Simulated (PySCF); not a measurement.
Run report: MoN₂H₄O₂, geometry relaxation (part 2 of 2)

The same run, continued: MoN₂H₄O₂ (Mo(NH)2(OH)2); PBE0-D3(BJ)/def2-SVP geometry optimisation, gas phase (PySCF 2.14.0). The run did not end well. It belongs to a series of runs on one base structure; here: ligand (both): Cl to OH.

### Trajectory as extended XYZ, continued
```
9
Properties=species:S:1:pos:R:3:forces:R:3 step=19 energy=-8983.91699
Mo   -0.0988   -0.0551   -0.1524   -0.2263  -0.0502   0.1791
N     0.0706    0.1803    1.5505    0.0087   0.0004  -0.0187
H     0.6676    0.3195    2.3628    0.0311   0.0320   0.0010
N     1.4502   -0.0047   -0.8839    0.1519   0.0392  -0.1379
H     2.4396    0.0575   -1.0999    0.0173   0.0000   0.0541
O    -1.2046    1.2928   -0.8615    0.0335  -0.0279  -0.0521
H    -1.1753    2.2434   -0.7278    0.0052   0.0355   0.0414
O    -0.8505   -1.7536   -0.4512   -0.0600  -0.1482  -0.0590
H    -1.1660   -2.3494    0.2377    0.0385   0.1193  -0.0080
9
Properties=species:S:1:pos:R:3:forces:R:3 step=20 energy=-8983.92260
Mo   -0.1058   -0.0660   -0.1567   -0.0433   0.0217   0.0813
N     0.0752    0.1888    1.5430    0.0255  -0.0312  -0.0190
H     0.7028    0.3361    2.3313   -0.0060   0.0281   0.0045
N     1.4459   -0.0275   -0.8891    0.0094  -0.0014  -0.0671
H     2.4370    0.0334   -1.0985    0.0067  -0.0003   0.0395
O    -1.1930    1.2937   -0.8717    0.0151  -0.0004  -0.0456
H    -1.1457    2.2424   -0.7249   -0.0042   0.0074   0.0344
O    -0.8763   -1.7628   -0.4407   -0.0059  -0.0640  -0.0308
H    -1.2073   -2.3075    0.2816    0.0027   0.0402   0.0028
9
Properties=species:S:1:pos:R:3:forces:R:3 step=21 energy=-8983.92410
Mo   -0.1019   -0.0752   -0.1614    0.0003   0.0870   0.0192
N     0.0842    0.1784    1.5381    0.0326  -0.0341  -0.0141
H     0.7224    0.3332    2.3168   -0.0216   0.0187   0.0111
N     1.4467   -0.0283   -0.9002   -0.0141  -0.0214  -0.0568
H     2.4375    0.0403   -1.1085    0.0095   0.0064   0.0321
O    -1.1971    1.2848   -0.8661    0.0293   0.0054  -0.0393
H    -1.1543    2.2298   -0.6937   -0.0151  -0.0024   0.0310
O    -0.8636   -1.7782   -0.4490    0.0021  -0.0241   0.0231
H    -1.2413   -2.2542    0.2985   -0.0230  -0.0355  -0.0062
9
Properties=species:S:1:pos:R:3:forces:R:3 step=22 energy=-8983.92539
Mo   -0.1064   -0.0750   -0.1647    0.0023   0.0214   0.0135
N     0.0824    0.1773    1.5339    0.0296  -0.0147  -0.0180
H     0.7154    0.3419    2.3148   -0.0237   0.0041   0.0130
N     1.4440   -0.0258   -0.9018   -0.0258  -0.0130  -0.0278
H     2.4396    0.0466   -1.0846    0.0045   0.0029   0.0150
O    -1.1976    1.2901   -0.8667    0.0292   0.0179  -0.0307
H    -1.1477    2.2329   -0.6831   -0.0203  -0.0103   0.0216
O    -0.8694   -1.7779   -0.4569    0.0235   0.0057   0.0135
H    -1.2275   -2.2796    0.2834   -0.0194  -0.0140  -0.0001
9
Properties=species:S:1:pos:R:3:forces:R:3 step=23 energy=-8983.92672
Mo   -0.1028   -0.0761   -0.1692    0.0026  -0.0098   0.0062
N     0.0885    0.1671    1.5291    0.0144   0.0154  -0.0038
H     0.7031    0.3422    2.3220   -0.0130  -0.0134   0.0107
N     1.4453   -0.0157   -0.9117   -0.0156  -0.0108  -0.0156
H     2.4442    0.0649   -1.0735    0.0018   0.0053   0.0055
O    -1.2015    1.2893   -0.8590    0.0281   0.0227  -0.0317
H    -1.1640    2.2280   -0.6530   -0.0223  -0.0099   0.0189
O    -0.8552   -1.7821   -0.4713    0.0176   0.0060   0.0071
H    -1.2248   -2.2872    0.2610   -0.0136  -0.0054   0.0026
9
Properties=species:S:1:pos:R:3:forces:R:3 step=24 energy=-8983.92796
Mo   -0.0932   -0.0784   -0.1757   -0.0224  -0.0180   0.0144
N     0.1039    0.1569    1.5216   -0.0087   0.0485  -0.0010
H     0.6913    0.3415    2.3323    0.0063  -0.0317   0.0053
N     1.4486   -0.0112   -0.9319    0.0151  -0.0134  -0.0066
H     2.4501    0.0773   -1.0729    0.0013   0.0101  -0.0036
O    -1.2001    1.2882   -0.8515    0.0326   0.0094  -0.0354
H    -1.1904    2.2187   -0.6094   -0.0225  -0.0046   0.0226
O    -0.8367   -1.7877   -0.4823    0.0031   0.0018   0.0049
H    -1.2408   -2.2748    0.2442   -0.0048  -0.0021  -0.0005
9
Properties=species:S:1:pos:R:3:forces:R:3 step=25 energy=-8983.92878
Mo   -0.0853   -0.0796   -0.1802   -0.0163  -0.0199   0.0041
N     0.1202    0.1590    1.5146   -0.0228   0.0609   0.0133
H     0.6929    0.3444    2.3353    0.0182  -0.0367   0.0004
N     1.4511   -0.0237   -0.9499    0.0241  -0.0177   0.0042
H     2.4541    0.0645   -1.0819   -0.0001   0.0121  -0.0081
O    -1.1896    1.2900   -0.8535    0.0293   0.0063  -0.0450
H    -1.2056    2.2123   -0.5827   -0.0228  -0.0007   0.0296
O    -0.8343   -1.7886   -0.4770   -0.0104   0.0019   0.0069
H    -1.2706   -2.2476    0.2496    0.0008  -0.0062  -0.0053
9
Properties=species:S:1:pos:R:3:forces:R:3 step=26 energy=-8983.93068
Mo   -0.0656   -0.0810   -0.1922   -0.0060  -0.0398   0.0012
N     0.1716    0.1873    1.4922   -0.0580   0.0708   0.0371
H     0.7180    0.3650    2.3318    0.0430  -0.0358  -0.0136
N     1.4535   -0.0955   -1.0004    0.0495  -0.0174   0.0201
H     2.4604   -0.0253   -1.1156   -0.0014   0.0100  -0.0228
O    -1.1406    1.3061   -0.8775    0.0276   0.0044  -0.0692
H    -1.2262    2.1955   -0.5238   -0.0341   0.0149   0.0492
O    -0.8620   -1.7781   -0.4349   -0.0312   0.0187   0.0154
H    -1.3763   -2.1434    0.2947    0.0106  -0.0258  -0.0174
9
Properties=species:S:1:pos:R:3:forces:R:3 step=27 energy=-8983.93650
Mo   -0.0435   -0.0771   -0.2046    0.0264  -0.1139  -0.0289
N     0.2432    0.2455    1.4607   -0.0702   0.0640   0.0840
H     0.7710    0.4000    2.3162    0.0640  -0.0092  -0.0303
N     1.4455   -0.2192   -1.0602    0.0187   0.0164   0.0468
H     2.4565   -0.1889   -1.1620   -0.0019  -0.0063  -0.0415
O    -1.0596    1.3382   -0.9245    0.0507   0.0231  -0.0873
H    -1.2349    2.1618   -0.4618   -0.0626   0.0484   0.0530
O    -0.9288   -1.7404   -0.3565   -0.0500   0.0195   0.0262
H    -1.5168   -1.9893    0.3670    0.0249  -0.0420  -0.0220
9
Properties=species:S:1:pos:R:3:forces:R:3 step=28 energy=-8983.90558
Mo   -0.0136   -0.0560   -0.2181    0.0735  -0.4590  -0.2042
N     0.4203    0.4082    1.3806   -0.0276  -0.0239   0.1400
H     0.9638    0.4886    2.2357    0.0609   0.0936  -0.0315
N     1.3537   -0.5526   -1.1453    0.1127   0.2144   0.0677
H     2.3591   -0.6624   -1.2603   -0.0245  -0.0821  -0.0283
O    -0.8445    1.4142   -1.0677    0.0772  -0.0705   0.0452
H    -1.1743    2.0422   -0.4190   -0.1701   0.3286  -0.0193
O    -1.1386   -1.5710   -0.1203   -0.1383   0.0808   0.0123
H    -1.7931   -1.5807    0.5889    0.0363  -0.0817   0.0180
9
Properties=species:S:1:pos:R:3:forces:R:3 step=29 energy=-8983.94228
Mo   -0.0283   -0.0663   -0.2087    0.0016  -0.1925  -0.0371
N     0.3267    0.3378    1.4263   -0.0442  -0.0081   0.0749
H     0.8686    0.4526    2.2789    0.0633   0.0413  -0.0387
N     1.4106   -0.3913   -1.1007    0.0205   0.1234   0.0739
H     2.4204   -0.4341   -1.2168   -0.0178  -0.0475  -0.0389
O    -0.9472    1.3808   -1.0010    0.0827   0.0001  -0.0594
H    -1.2096    2.1280   -0.4561   -0.0809   0.0899   0.0264
O    -1.0417   -1.6608   -0.2329   -0.0737   0.0205   0.0055
H    -1.6667   -1.8160    0.4854    0.0484  -0.0270  -0.0066
9
Properties=species:S:1:pos:R:3:forces:R:3 step=30 energy=-8983.94427
Mo   -0.0437   -0.0601   -0.1889   -0.1198   0.1048   0.0737
N     0.3090    0.3825    1.4415   -0.0332  -0.1559  -0.0522
H     0.9179    0.4719    2.2519    0.0321   0.0932  -0.0256
N     1.4040   -0.4285   -1.0438    0.0312   0.0854   0.0358
H     2.4034   -0.5107   -1.2132   -0.0522  -0.0392  -0.0143
O    -0.9164    1.3864   -1.0380    0.0837  -0.0484  -0.0323
H    -1.1738    2.1995   -0.5914    0.0121  -0.0609   0.0494
O    -1.1024   -1.6223   -0.1896   -0.0198  -0.0613  -0.0558
H    -1.6653   -1.8882    0.5457    0.0659   0.0822   0.0214
```

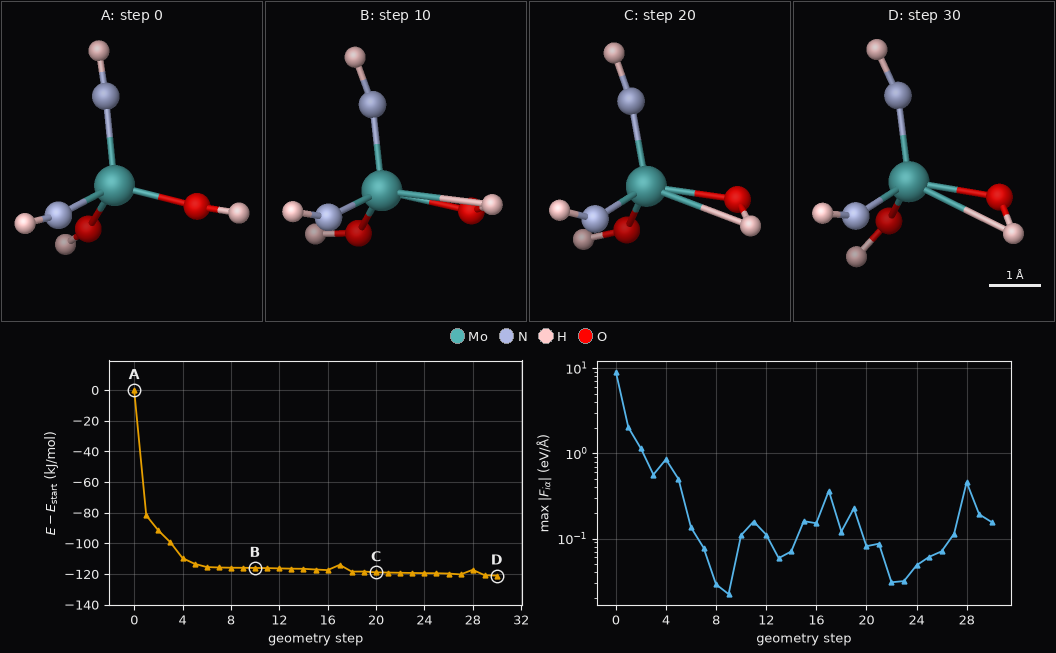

*Frames of the relaxation (ball-and-stick view, seen at a tilt) above the curves, on which the letters mark them (steps are counted from 0).*

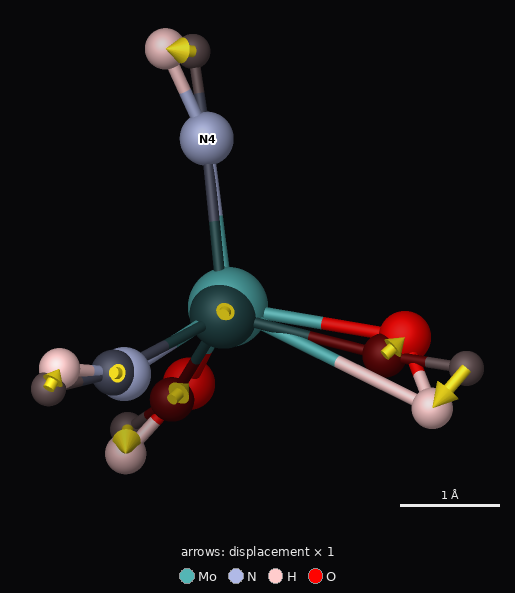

*Start (faint) and end (solid) with the displacements as yellow arrows, at true length (ball-and-stick view, seen at a tilt). The two geometries are laid on each other by the best rigid fit.*

The relaxation stopped without meeting its thresholds, so the last structure isn't shown to be converged. The atom that moves furthest after the best rigid fit is H9 (0.53 Å). Largest moves by element: H 0.53 Å, O 0.31 Å, Mo 0.19 Å, N 0.18 Å. Among the contacts that change: Mo1–O8 1.731 → 1.887 Å, Mo1–H9 2.668 → 2.552 Å, N4–H5 0.909 → 1.017 Å, Mo1–N4 1.793 → 1.721 Å. Among the angles that change: Mo1–O6–H7 165.7° → 124.1°, Mo1–O8–H9 164.2° → 123.8°, Mo1–N2–H3 169.6° → 153.8°. The energy falls by 120.9 kJ/mol in 30 geometry steps. Largest force component: 9.1 eV/Å at the start, 0.16 eV/Å at the end. (Atoms are counted from 1 in the order of the input.)

This output came from the following input.

### The input
```
{"job": {"xc": "PBE0", "basis": "def2-SVP", "d3": "d3bj", "grid": 1, "maxiter": 30, "shake": 0.03, "kind": "geom"}, "charge": 0, "multiplicity": 1}
Mo    -0.007880    -0.091150    -0.028810
N      0.014700     0.111630     1.679680
H      0.205050     0.225350     2.637750
N      1.599320     0.221840    -0.759150
H      2.459330     0.354040    -1.023290
O     -1.185240     1.285430    -0.666310
H     -1.597590     2.084320    -0.870680
O     -0.600060    -1.657700    -0.467410
H     -0.754890    -2.603200    -0.527440
```

The first line tells a small driver script what to run in PySCF; the rest is the geometry in Å.

Launch command:
```bash
OMP_NUM_THREADS=1 python <driver script> task.json out
```

### Outcome

```json
{"quantity": "outcome", "value": "not converged"}
{"quantity": "total energy", "value": "−330.153865 hartree"}
{"quantity": "dipole moment", "value": "2.91 D"}
{"quantity": "point group", "value": "C1"}
{"quantity": "hardware", "value": "1 CPU thread, shared host"}
{"quantity": "wall time", "value": "3.2 min"}
{"quantity": "peak memory", "value": "0.42 GiB"}
```

### What went wrong

The run did not converge. At least one of its steps failed, so the values that rest on that step are not results.
